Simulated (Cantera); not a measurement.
A closed system holds: 1 mol B, 0.63 mol O₂, 17 mol N₂, 0.15 mol HF, held at 0.370 bar.

Method: chemical equilibrium by Gibbs-energy minimisation in Cantera with the NASA 1993 tables (ideal gas, pure condensed phases). Candidate condensed phases: B, BN, B₂O₃, B₃O₃H₃, H₂O; 62 gas species. Mutual solubility and eutectic melting of coexisting phases are not modelled. Rates play no part.

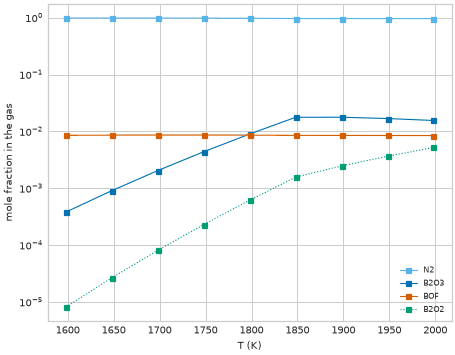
Figure. Equilibrium gas composition (values under 1e-9 drawn at 1e-9)

Problem. Read off the mole fractions at 1948 K.

Solution. N₂ about 0.96, B₂O₃ about 0.017, BOF about 0.0085, B₂O₂ about 0.0037.
